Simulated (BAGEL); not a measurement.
**[C2H4N3]+ (SMILES c1n[nH]c[nH+]1): levels of theory compared**

Aim: a comparison of 3 runs (HF/STO-3G, HF/6-31G*, HF/cc-pVDZ) of [C2H4N3]+. 

Program for the calculation: BAGEL 1.2.2.

## (1) The system as given

[C2H4N3]+ has 9 atoms, charge +1, and is taken as a singlet. As SMILES, `c1n[nH]c[nH+]1`. The N3–H7 distance was set to 1.830 Å, away from the relaxed value. At this shape a bond of the SMILES string is far longer than usual.

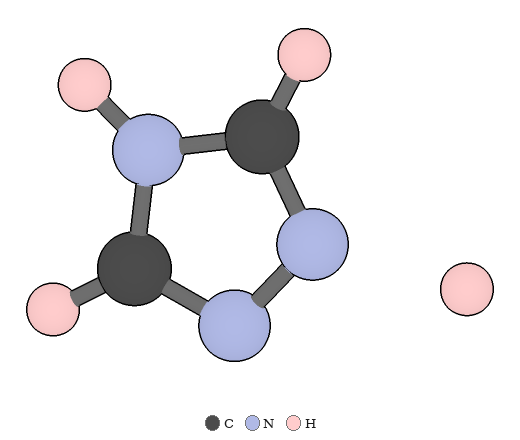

The structure, seen from a chosen angle (carbon dark grey, nitrogen light blue, hydrogen pink).

## (2) A single-point energy at HF/STO-3G (density fitting with qzvpp-jkfit) (run 1)

calc.json reads:

```json
{ "bagel" : [

{
  "title" : "molecule",
  "basis" : "sto-3g",
  "df_basis" : "qzvpp-jkfit",
  "angstrom" : true,
  "geometry" : [
    { "atom" : "C", "xyz" : [   -0.749180,    1.632124,   -0.295378 ] },
    { "atom" : "N", "xyz" : [    0.325230,    1.043804,   -0.712058 ] },
    { "atom" : "N", "xyz" : [    0.333760,   -0.154176,   -0.141848 ] },
    { "atom" : "C", "xyz" : [   -0.728250,   -0.321676,    0.629382 ] },
    { "atom" : "N", "xyz" : [   -1.435590,    0.806044,    0.547532 ] },
    { "atom" : "H", "xyz" : [   -1.048730,    2.622954,   -0.576148 ] },
    { "atom" : "H", "xyz" : [    1.706380,   -1.315750,   -0.479090 ] },
    { "atom" : "H", "xyz" : [   -0.974200,   -1.193286,    1.207912 ] },
    { "atom" : "H", "xyz" : [   -2.309740,    1.009934,    1.018742 ] }
  ]
},
{
  "title" : "hf",
  "charge" : 1
},
{
  "title" : "print",
  "file" : "orbitals.molden",
  "orbitals" : true
}

]}
```

Run with:

```sh
$ BAGEL_NUM_THREADS=1 BAGEL calc.json > calc.out
```

The program printed:

```text
* using 1 threads per process

  ===============================================================
  ===============================================================

  *** Geometry ***

  { "atom" : "C", "xyz" : [     -1.415745,      3.084267,     -0.558184 ] },
  { "atom" : "N", "xyz" : [      0.614596,      1.972504,     -1.345595 ] },
  { "atom" : "N", "xyz" : [      0.630715,     -0.291350,     -0.268054 ] },
  { "atom" : "C", "xyz" : [     -1.376193,     -0.607880,      1.189360 ] },
  { "atom" : "N", "xyz" : [     -2.712872,      1.523202,      1.034686 ] },
  { "atom" : "H", "xyz" : [     -1.981812,      4.956665,     -1.088762 ] },
  { "atom" : "H", "xyz" : [      3.224591,     -2.486407,     -0.905349 ] },
  { "atom" : "H", "xyz" : [     -1.840971,     -2.254984,      2.282623 ] },
  { "atom" : "H", "xyz" : [     -4.364776,      1.908499,      1.925143 ] },

  Number of auxiliary basis functions:      453

  Since a DF basis is specified, we compute 2- and 3-index integrals:
    o Being stored without compression. Storage requirement is 0.003 GB

  Number of basis functions:       29
  Number of electrons      :       37

    * METHOD: MOLECULE                             0.15

  *** RHF ***

  === Nuclear Repulsion ===
   173.4866734252

      * DIIS with orbital gradients will be used.

  === RHF iteration (sto-3g) ===
      0       -237.87631664          0.01695583           0.02
      1       -237.93807996          0.00817449           0.02
      2       -237.95394347          0.00157887           0.02
      3       -237.95480131          0.00064708           0.02
      4       -237.95493414          0.00019649           0.02
      5       -237.95495806          0.00007432           0.02
      6       -237.95496223          0.00002315           0.02
      7       -237.95496250          0.00000844           0.02
      8       -237.95496254          0.00000334           0.02
      9       -237.95496255          0.00000161           0.02
     10       -237.95496255          0.00000046           0.02
     11       -237.95496255          0.00000016           0.02
     12       -237.95496255          0.00000005           0.02
     13       -237.95496255          0.00000001           0.02
     14       -237.95496255          0.00000001           0.02
    * SCF iteration converged.

    * Permanent dipole moment:
           (   -0.081113,     1.492440,    -0.662786) a.u.

    * METHOD: HF                                   0.32

    * METHOD: PRINT                                0.00

  ===============================================================
```

Wall time 0.64 s (1 thread of Arm Neoverse V2, shared host); peak memory 0.085 GiB.

## (3) A single-point energy at HF/6-31G(d) (density fitting with qzvpp-jkfit, spherical functions) (run 2)

input.json reads:

```json
{ "bagel": [

{
  "title": "molecule",
  "basis": "6-31gs.json",
  "df_basis": "qzvpp-jkfit",
  "angstrom": true,
  "geometry": [
    { "atom": "C", "xyz": [      -0.749180,       1.632124,      -0.295378 ] },
    { "atom": "N", "xyz": [       0.325230,       1.043804,      -0.712058 ] },
    { "atom": "N", "xyz": [       0.333760,      -0.154176,      -0.141848 ] },
    { "atom": "C", "xyz": [      -0.728250,      -0.321676,       0.629382 ] },
    { "atom": "N", "xyz": [      -1.435590,       0.806044,       0.547532 ] },
    { "atom": "H", "xyz": [      -1.048730,       2.622954,      -0.576148 ] },
    { "atom": "H", "xyz": [       1.706380,      -1.315750,      -0.479090 ] },
    { "atom": "H", "xyz": [      -0.974200,      -1.193286,       1.207912 ] },
    { "atom": "H", "xyz": [      -2.309740,       1.009934,       1.018742 ] }
  ]
},

{ "title": "hf", "charge": 1 },

{ "title": "print", "file": "orbitals.molden", "orbitals": true }

]}
```

The basis set 6-31G* is read from a file made from the Basis Set Exchange's data (not shown).

Run with:

```sh
$ BAGEL_NUM_THREADS=1 BAGEL input.json > input.out
```

The program printed:

```text
* using 1 threads per process

  ===============================================================
  ===============================================================

  *** Geometry ***

  { "atom" : "C", "xyz" : [     -1.415745,      3.084267,     -0.558184 ] },
  { "atom" : "N", "xyz" : [      0.614596,      1.972504,     -1.345595 ] },
  { "atom" : "N", "xyz" : [      0.630715,     -0.291350,     -0.268054 ] },
  { "atom" : "C", "xyz" : [     -1.376193,     -0.607880,      1.189360 ] },
  { "atom" : "N", "xyz" : [     -2.712872,      1.523202,      1.034686 ] },
  { "atom" : "H", "xyz" : [     -1.981812,      4.956665,     -1.088762 ] },
  { "atom" : "H", "xyz" : [      3.224591,     -2.486407,     -0.905349 ] },
  { "atom" : "H", "xyz" : [     -1.840971,     -2.254984,      2.282623 ] },
  { "atom" : "H", "xyz" : [     -4.364776,      1.908499,      1.925143 ] },

  Number of auxiliary basis functions:      453

  Since a DF basis is specified, we compute 2- and 3-index integrals:
    o Being stored without compression. Storage requirement is 0.022 GB

  Number of basis functions:       78
  Number of electrons      :       37

    * METHOD: MOLECULE                             0.21

  *** RHF ***

  === Nuclear Repulsion ===
   173.4866734252

      * DIIS with orbital gradients will be used.

  === RHF iteration (6-31gs.json) ===
      0       -240.81299626          0.01846309           0.06
      1       -240.93301386          0.01247070           0.06
      2       -240.98767126          0.00268076           0.06
      3       -240.99106210          0.00120394           0.06
      4       -240.99165434          0.00020369           0.06
      5       -240.99170233          0.00009351           0.06
      6       -240.99171151          0.00005363           0.06
      7       -240.99171517          0.00001631           0.06
      8       -240.99171560          0.00000674           0.06
      9       -240.99171564          0.00000260           0.06
     10       -240.99171565          0.00000150           0.06
     11       -240.99171565          0.00000053           0.05
     12       -240.99171565          0.00000023           0.05
     13       -240.99171565          0.00000011           0.05
     14       -240.99171565          0.00000005           0.06
     15       -240.99171565          0.00000003           0.05
     16       -240.99171565          0.00000001           0.05
     17       -240.99171565          0.00000001           0.06
    * SCF iteration converged.

    * Permanent dipole moment:
           (    0.136412,     1.395252,    -0.757597) a.u.

    * METHOD: HF                                   1.14

    * METHOD: PRINT                                0.01

  ===============================================================
```

It took 1.5 s on 1 thread of Arm Neoverse V2, shared host; peak memory 0.1 GiB.

## (4) A single-point energy at HF/cc-pVDZ (density fitting with qzvpp-jkfit) (run 3)

input.json reads:

```json
{ "bagel": [

{
  "title": "molecule",
  "basis": "cc-pvdz.json",
  "df_basis": "qzvpp-jkfit",
  "angstrom": true,
  "geometry": [
    { "atom": "C", "xyz": [   -0.749180,    1.632124,   -0.295378 ] },
    { "atom": "N", "xyz": [    0.325230,    1.043804,   -0.712058 ] },
    { "atom": "N", "xyz": [    0.333760,   -0.154176,   -0.141848 ] },
    { "atom": "C", "xyz": [   -0.728250,   -0.321676,    0.629382 ] },
    { "atom": "N", "xyz": [   -1.435590,    0.806044,    0.547532 ] },
    { "atom": "H", "xyz": [   -1.048730,    2.622954,   -0.576148 ] },
    { "atom": "H", "xyz": [    1.706380,   -1.315750,   -0.479090 ] },
    { "atom": "H", "xyz": [   -0.974200,   -1.193286,    1.207912 ] },
    { "atom": "H", "xyz": [   -2.309740,    1.009934,    1.018742 ] }
  ]
},
{ "title": "hf", "charge": 1 },
{ "title": "print", "file": "orbitals.molden", "orbitals": true }

]}
```

The basis set cc-pVDZ is read from a file made from the Basis Set Exchange's data (not shown).

Run with:

```sh
$ BAGEL_NUM_THREADS=1 BAGEL input.json > input.out
```

The program printed:

```text
* using 1 threads per process

  ===============================================================
  ===============================================================

  *** Geometry ***

  { "atom" : "C", "xyz" : [     -1.415745,      3.084267,     -0.558184 ] },
  { "atom" : "N", "xyz" : [      0.614596,      1.972504,     -1.345595 ] },
  { "atom" : "N", "xyz" : [      0.630715,     -0.291350,     -0.268054 ] },
  { "atom" : "C", "xyz" : [     -1.376193,     -0.607880,      1.189360 ] },
  { "atom" : "N", "xyz" : [     -2.712872,      1.523202,      1.034686 ] },
  { "atom" : "H", "xyz" : [     -1.981812,      4.956665,     -1.088762 ] },
  { "atom" : "H", "xyz" : [      3.224591,     -2.486407,     -0.905349 ] },
  { "atom" : "H", "xyz" : [     -1.840971,     -2.254984,      2.282623 ] },
  { "atom" : "H", "xyz" : [     -4.364776,      1.908499,      1.925143 ] },

  Number of auxiliary basis functions:      453

  Since a DF basis is specified, we compute 2- and 3-index integrals:
    o Being stored without compression. Storage requirement is 0.029 GB

  Number of basis functions:       90
  Number of electrons      :       37

    * METHOD: MOLECULE                             0.22

  *** RHF ***

  === Nuclear Repulsion ===
   173.4866734252

      * DIIS with orbital gradients will be used.

  === RHF iteration (cc-pvdz.json) ===
      0       -240.85587316          0.01267208           0.07
      1       -240.97833172          0.00825655           0.07
      2       -241.01480574          0.00197186           0.07
      3       -241.01787452          0.00089276           0.07
      4       -241.01838189          0.00018732           0.07
      5       -241.01842967          0.00007272           0.07
      6       -241.01843846          0.00003982           0.07
      7       -241.01844177          0.00001350           0.07
      8       -241.01844219          0.00000517           0.07
      9       -241.01844223          0.00000209           0.07
     10       -241.01844224          0.00000106           0.07
     11       -241.01844224          0.00000048           0.07
     12       -241.01844224          0.00000015           0.07
     13       -241.01844224          0.00000008           0.07
     14       -241.01844224          0.00000004           0.07
     15       -241.01844224          0.00000002           0.07
     16       -241.01844224          0.00000001           0.07
    * SCF iteration converged.

    * Permanent dipole moment:
           (    0.112951,     1.391780,    -0.740658) a.u.

    * METHOD: HF                                   1.28

    * METHOD: PRINT                                0.01

  ===============================================================
```

Run time: 1.7 s. Hardware: 1 thread of Arm Neoverse V2, shared host; peak memory 0.12 GiB.

## (5) The series

| run | level | energy (Eh) | HOMO energy (eV) | LUMO energy (eV) | HOMO–LUMO gap (eV) | wall time |
| --- | --- | --- | --- | --- | --- | --- |
| 1 | HF/STO-3G (density fitting with qzvpp-jkfit) | -237.954963 | -15.10 | -3.92 | 11.18 | 0.64 s |
| 2 | HF/6-31G* (density fitting with qzvpp-jkfit, spherical functions) | -240.991716 | -15.88 | -5.91 | 9.98 | 1.5 s |
| 3 | HF/cc-pVDZ (density fitting with qzvpp-jkfit) | -241.018442 | -15.86 | -5.94 | 9.92 | 1.7 s |

## (6) Summary of results

| quantity | value |
| --- | --- |
| run 3: total energy | -241.01844 Eh |
| run 3: HOMO energy | -15.86 eV |
| run 3: LUMO energy | -5.94 eV |
| run 3: HOMO–LUMO gap | 9.92 eV |

In words: The HOMO–LUMO gap runs from 9.92 eV (HF/cc-pVDZ) to 11.18 eV (HF/STO-3G). In run 1 the basis is minimal, so the values are rough. All runs together took 3.9 s, the longest 1.7 s.
